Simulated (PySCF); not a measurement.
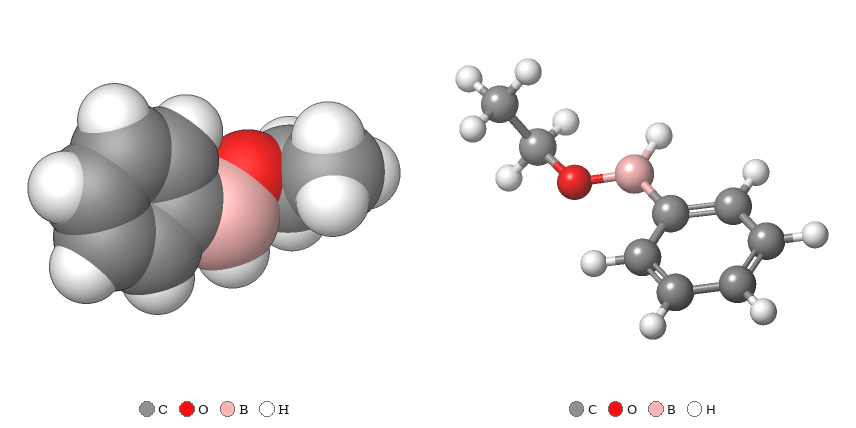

The same structure drawn twice, from different directions.

The geometry was computed by an optimisation with PBE0-D3(BJ)/def2-SVP. No frequency run is at hand to confirm it as a minimum.

Describe the molecule.

It has 21 atoms: 8 carbon, 11 hydrogen, 1 boron and 1 oxygen (C₈H₁₁BO). As SMILES it reads `CCOBc1ccccc1`. Independent rings (smallest set): 1 of 6 members, 1 of them aromatic. Among its groups: B–H bond. The point group is C1. Coordination: 2 C tetrahedral; 1 O bent; 1 B trigonal planar; 6 C trigonal planar.

The parts below concern this one geometry. Atoms keep their numbers from picture to picture.

### Geometry

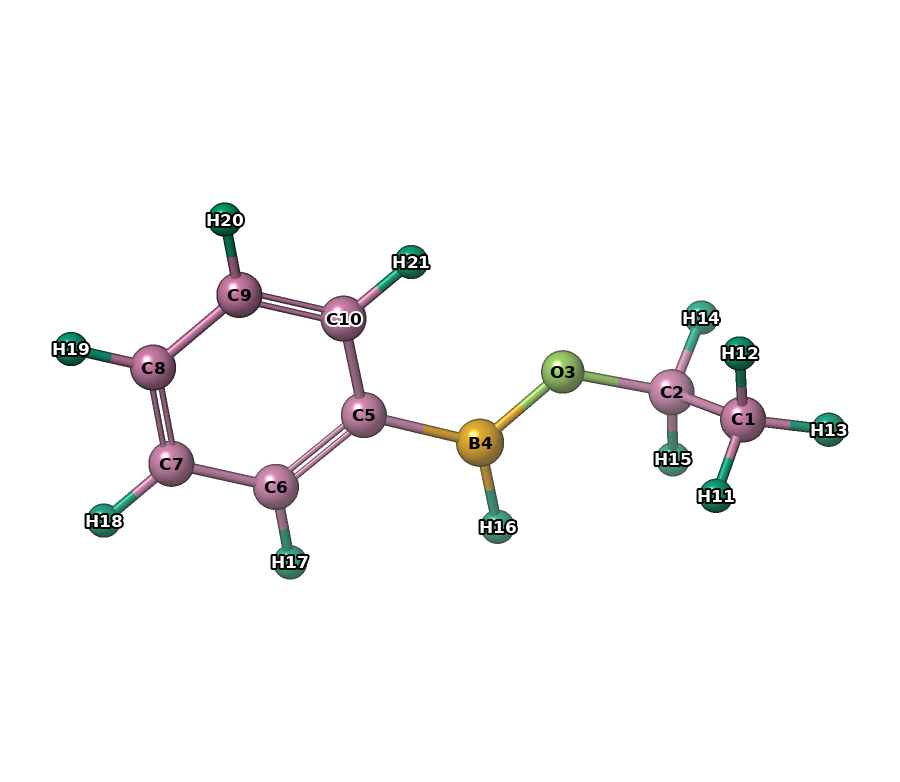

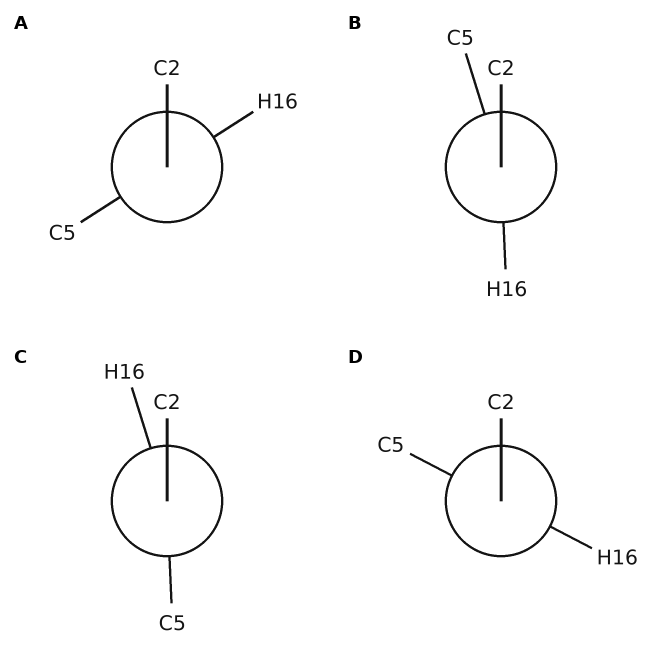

Depth is shown by fading: the farther an atom, the more it takes the colour of the background. Bonds that would overlap in a projection are set slightly apart. No frequency run is at hand to confirm it as a minimum.

Which Newman projection shows the view along O3–B4, with O3 in front?

Answer. C. The torsion angle C2–O3–B4–C5 is 177°, antiperiplanar (anti).

### Polarisability

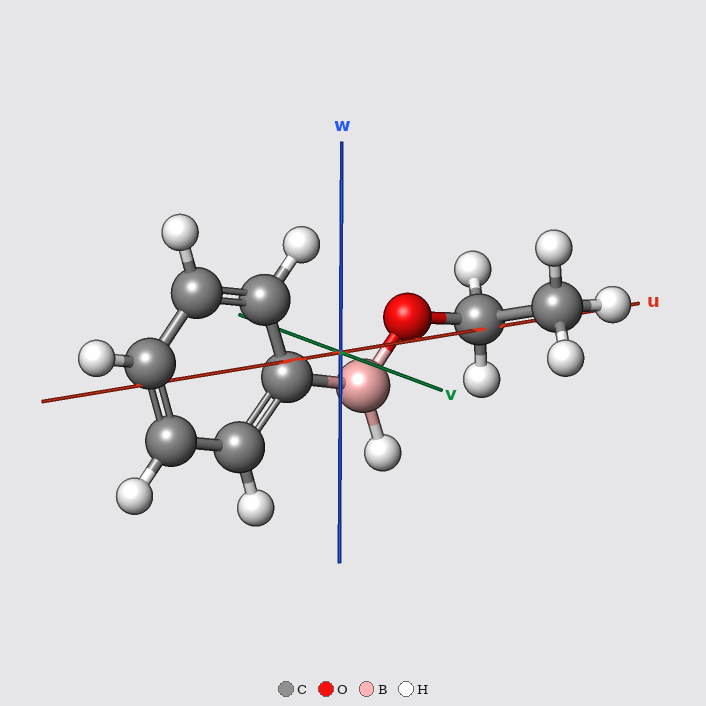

The lines u, v and w are the principal axes of the static dipole polarisability. No frequency run is at hand to confirm it as a minimum. Method: CAM-B3LYP/def2-SVPD (PySCF 2.14.0).

Along which axis is the molecule most polarisable, and along which least?

Answer. Most along u, least along v.

Give the three principal values.

Answer. u 152.9, v 74.7, w 113.2 bohr³; mean 113.6, anisotropy 67.7 bohr³.

### NMR shielding

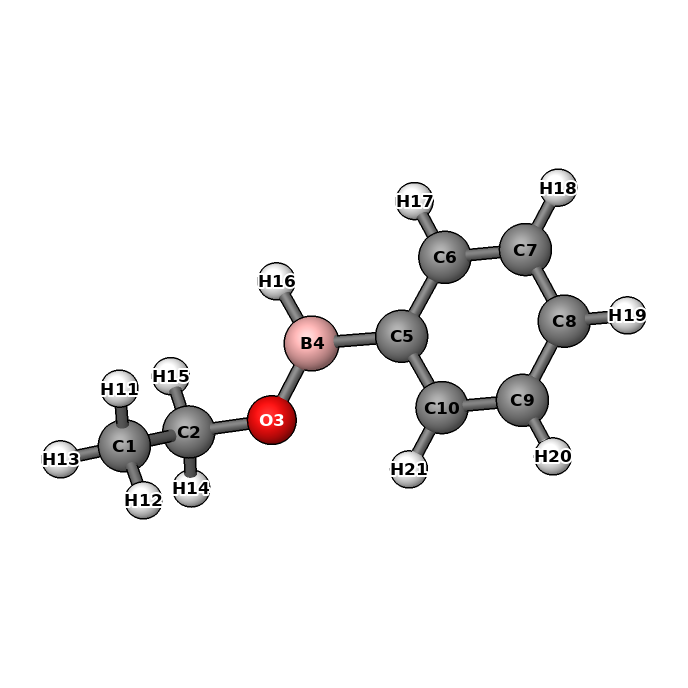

No frequency run is at hand to confirm it as a minimum. Properties computed with GIAO PBE0/pcSseg-1 NMR shielding, non-relativistic, gas phase (PySCF 2.14.0). Principal shieldings σ11 ≤ σ22 ≤ σ33, span Ω = σ33 − σ11, skew κ = 3(σiso − σ22)/Ω.

Give the shielding tensors of the B atoms.

```csv
atom,σ11,σ22,σ33,σiso,Ω,κ
B4,40.0,48.9,82.1,57.0,42.1,0.58
```

Shieldings and span in ppm.

### Excitation

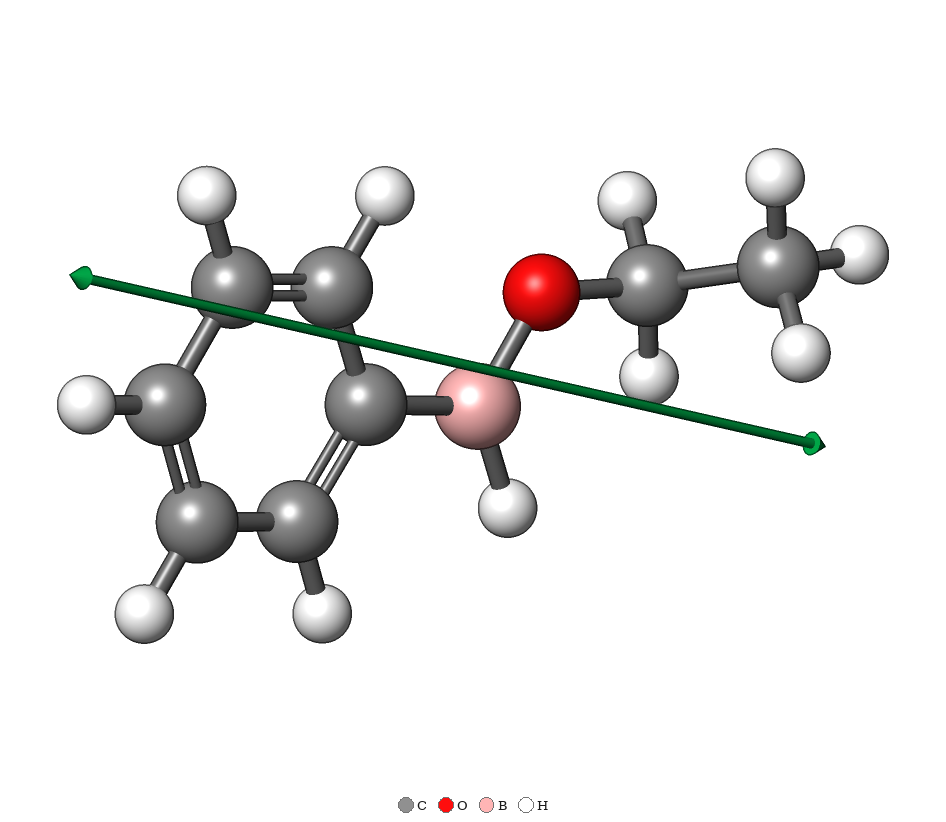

The double arrow shows the direction of the transition dipole to excited singlet state 5 (its length means nothing). No frequency run is at hand to confirm it as a minimum. Level of theory: TDDFT CAM-B3LYP/def2-SVPD, vertical, gas phase, core orbitals frozen in the response (PySCF 2.14.0).

Where does the transition lie, and how strong is it?

Answer. 6.72 eV (184 nm), oscillator strength 0.56, mainly HOMO−1 → LUMO+1 (weight 0.71); transition dipole 4.69 D.
